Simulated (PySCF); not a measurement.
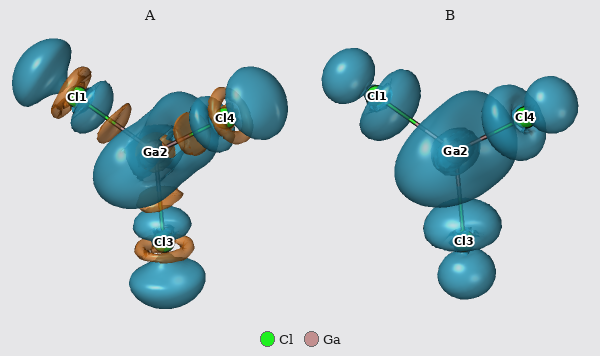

Cl₃Ga, SMILES `Cl[Ga](Cl)Cl`. The Fukui function f⁺ from two separate SCF calculations and the density of the LUMO, at ±0.02 e/Å³ (light blue positive, orange negative).

Method: BP86/def2-TZVP; geometry: GFN2-xTB; program: PySCF. No frequency check shows the geometry to be a minimum. GFN2-xTB bond lengths at metals and heavier atoms can be off by up to 0.1 Å and shapes distorted, which carries into these values.

Input

```python
import numpy as np
from pyscf import gto, scf, dft
from pyscf.scf import atom_ks, atom_hf
from scipy.linalg import block_diag

def solve(mol, dm0=None, hcore=None):
    mf = (dft.UKS if mol.spin else dft.RKS)(mol, xc='bp86')
    mf.grids.level = 3
    mf = mf.density_fit(auxbasis='def2-universal-jkfit')
    mf.conv_tol, mf.max_cycle = 1e-8, 80
    if hcore is not None:
        mf.get_hcore = lambda *args: hcore
    mf.kernel(dm0)
    if not mf.converged:
        mf = mf.newton().run(mf.mo_coeff, mf.mo_occ, max_cycle=30)
    assert mf.converged, 'SCF not converged'
    return mf

mol = gto.M(atom='''
Cl     1.52384    -1.42934     0.00000
Ga    -0.00069     0.00000     0.00000
Cl     0.47655     2.03399     0.00000
Cl    -1.99914    -0.60465     0.00000
''', basis='def2-tzvp', charge=0, spin=0, verbose=4)
mf = solve(mol)
out = dict(e0=mf.e_tot, dm0=mf.make_rdm1(), c=mf.mo_coeff, occ=mf.mo_occ, eps=mf.mo_energy)
for name, dq, spin in [('cation', 1, 1), ('anion', -1, 1)]:
    ion = mol.copy().set(charge=mol.charge + dq, spin=spin).build()
    mi = solve(ion)
    if spin and dq > 0 and mol.nao < 130:
        c, _, stable, _ = mi.stability(return_status=True)
        if not stable:
            mi = solve(ion, mi.make_rdm1(c, mi.mo_occ))
    print(name, 'vertical energy change / eV', (mi.e_tot - mf.e_tot) * 27.211386)
    out.update({'e_' + name: mi.e_tot, 'dm_' + name: mi.make_rdm1(), 's2_' + name: mi.spin_square()[0], 'eps_' + name: mi.mo_energy, 'occ_' + name: mi.mo_occ})
# spherically averaged free atoms, for the promolecule
atm = atom_ks.get_atm_nrks(mol, xc='bp86')
pro = block_diag(*[(atm[a[0]][2] * atm[a[0]][3]) @ atm[a[0]][2].T for a in mol._atom])
np.savez('result.npz', pro=pro, **out)
```

Command:

```sh
OMP_NUM_THREADS=1 python input.py
```

The run took 81 s on 1 thread of Arm Neoverse V2, with other jobs on the host, peak memory 0.56 GiB.

Partitions, critical points and surface values were worked out afterwards from this run's density.

### Which panel is which, and how good is the frozen-orbital picture?

A is f⁺ (it has negative regions), B the LUMO density. The LUMO lies on Ga2 (43 %) and Cl1, Cl3 and Cl4 (19 % each); f⁺ (Hirshfeld-condensed) is largest on Ga2 (0.34) and Cl1, Cl3 and Cl4 (0.22 each); the vertical electron affinity is 0.17 eV (the stability of the anion's solution wasn't checked; the anion's highest orbital has positive energy, so this value and f⁺ depend on the basis). Relaxation shifts 8 % of the electron between atoms. The orbital energy is −2.82 eV.
